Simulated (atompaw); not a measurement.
```
Element                 : Mn (Z = 25)
Generator               : atompaw 4.2.0.5
Type                    : PAW
Functional              : PBE
Relativity              : scalar-relativistic
Frozen core             : [Ne]
Valence charge          : 15
Reference configuration : 3s2 3p6 3d5 4s2 4p0
Partial waves           : 3s (bound): rc 0.90 bohr; 4s (bound): rc 1.60 bohr; 3p (bound): rc 1.55 bohr; 4p (bound, empty): rc 1.60 bohr; 3d (bound): rc 1.60 bohr; 3d channel at 1 Ry: rc 1.60 bohr
Local potential         : bessel scheme, radius 1.30 bohr
Core correction         : smooth core density matched at 1.15 bohr
Augmentation charge     : sinc compensation charge, radius 1.22 bohr; PAW radius 1.60 bohr; waves and projectors: custom rrkj vanderbiltortho
```

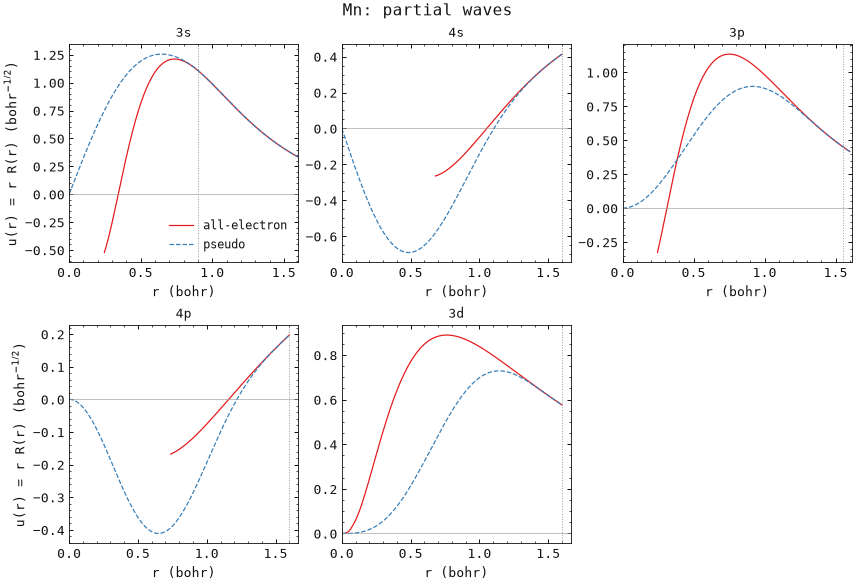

Pseudo-waves (dashed) against the all-electron radial functions (solid). Dotted lines mark the matching radii. The all-electron curves start outside the innermost oscillations, which aren't drawn.

Pseudo-waves: 3s has no node; 4s has a node at about 1.1 bohr; 3p has no node; 4p has a node at about 1.2 bohr; 3d has no node. A node in 4s and 4p is allowed, since a lower shell of the same l is also in the valence.

* Cutoffs needed: 50 Ry and 100 Ry (the cutoffs, on a coarse ladder, from which the occupation-weighted sum of valence levels, in a spherical-Bessel basis at the reference potential, stays within 10 and 1 mRy of its value at 400 Ry)
* Ghost test: no ghost state below the valence levels in the s, p, d, f channels (spherical-Bessel basis up to 400 Ry, 20 bohr box)
* Lowest eigenvalue of the overlap operator: 0.1 (s channel)
* Overlap eigenvalues printed by atompaw (projector basis): 0.103, 0.166, 0.311, 19.3, 21.2, 54
* Share of each valence orbital outside the PAW sphere: 3s 3 %, 4s 93 %, 3p 5 %, 4p 98 %, 3d 23 %
